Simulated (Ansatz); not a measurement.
## Electronic structure of BCl$_{3}$···H$_{2}$ in real space

Input

```
crystal:
  periodic: [false, false, false]
  atoms:
    - { symbol: B, position_ang: [0.025094, -0.632113, -0.429135] }
    - { symbol: H, position_ang: [0.001207, 0.218392, 1.810785] }
    - { symbol: Cl, position_ang: [1.516805, 0.173651, -0.790437] }
    - { symbol: Cl, position_ang: [-1.498375, 0.119409, -0.777529] }
    - { symbol: Cl, position_ang: [0.058281, -2.329206, 0.207823] }
    - { symbol: H, position_ang: [0.025887, -0.473833, 1.998192] }
basis:
  gaussian: { orbitals: def2-SVP }
hamiltonian:
  xc: pbe0
  dispersion: d4
relax:
  f_tol: 0.03
  max_steps: 50
output:
  orbitals: {}
```

Launched as:

```sh
ansatz run input.yaml --threads 1 --pin off --max-ram 2048MiB --backend cpu --events-out ev --progress --plain --runs-dir out
```

The fields are those of the run's last geometry, not of the input's.

Computed with RKS PBE0-D4/def2-SVP (Ansatz 0.2.0).

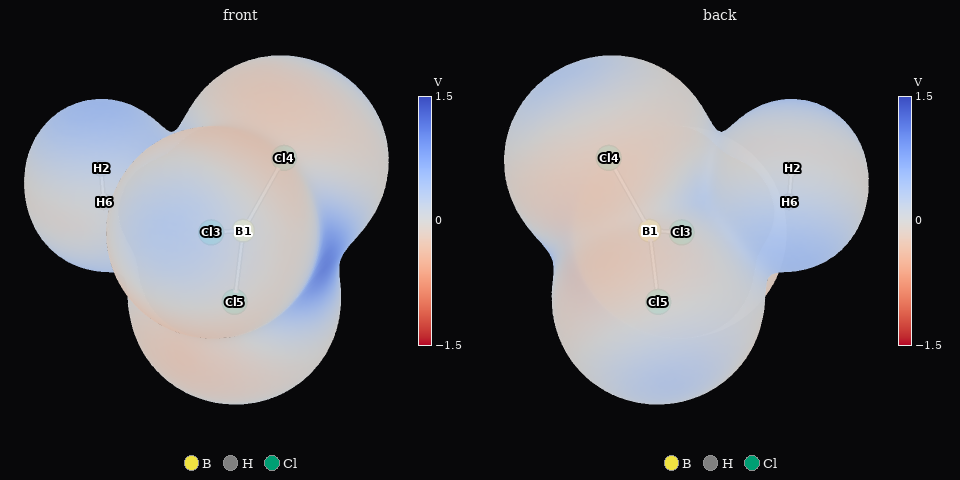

Figure 1. The molecular electrostatic potential painted on the density surface at 0.001 e/bohr³, seen from the front and from behind; the colour scale runs from red (negative) to blue (positive).

> Which sites attract a positive test charge, and which a negative one?

A positive charge is drawn to the negative regions and a negative charge to the positive ones. The most negative region (about −0.2 V) lies over Cl3, Cl4 and Cl5, the most positive (about +1.0 V) over B1. Cl3 shows a σ-hole: about +0.3 V at the tip opposite its bond, against about −0.1 V on its flanks. Cl4 shows a σ-hole: about +0.3 V at the tip opposite its bond, against about −0.1 V on its flanks. Cl5 shows a σ-hole: about +0.3 V at the tip opposite its bond, against about −0.1 V on its flanks.

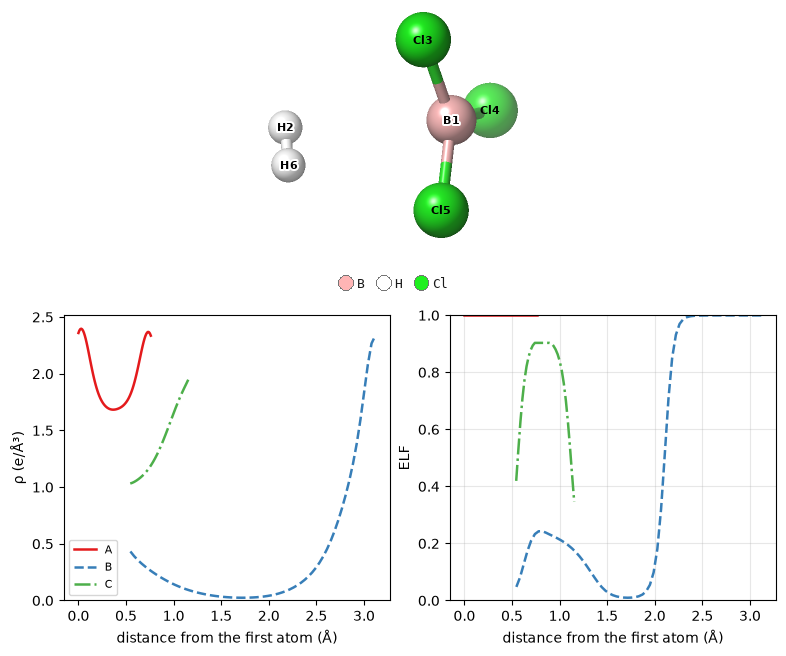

Figure 2. Total electron density and ELF along straight lines between neighbouring atoms. The curves leave out the atomic cores. The structure is drawn too.

> Which curve belongs to which contact (B–Cl, B–H and H–H)? The first atom named is at distance zero.

Curve A: H–H (0.76 Å): ρ at the midpoint is about 1.7 e/Å³; the ELF peaks at about 1 between the atoms. Curve B: B1···H6 (3.12 Å): the density falls to about 0.02 e/Å³ on the way; the ELF dips to about 0 between them: a weak contact between the two molecules. Curve C: B–Cl (1.74 Å): ρ at the midpoint is about 1.4 e/Å³; the ELF peaks at about 0.90 between the atoms, as expected for a shared but strongly polarised pair.

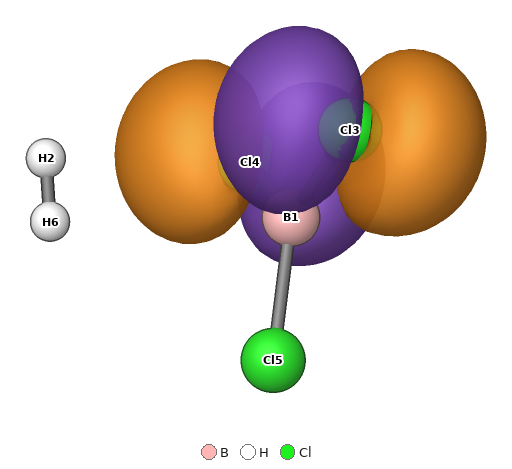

Figure 3. The HOMO−1 at ±0.1 Å⁻³ᐟ² (orange and purple are the two phases), seen at a tilt.

> Describe this orbital and give its energy.

By Hirshfeld shares it lies mainly on Cl4 (about 45 %) and Cl3 (about 45 %); largely a combination of lone pairs on Cl4 and Cl3. Its energy is −9.70 eV.
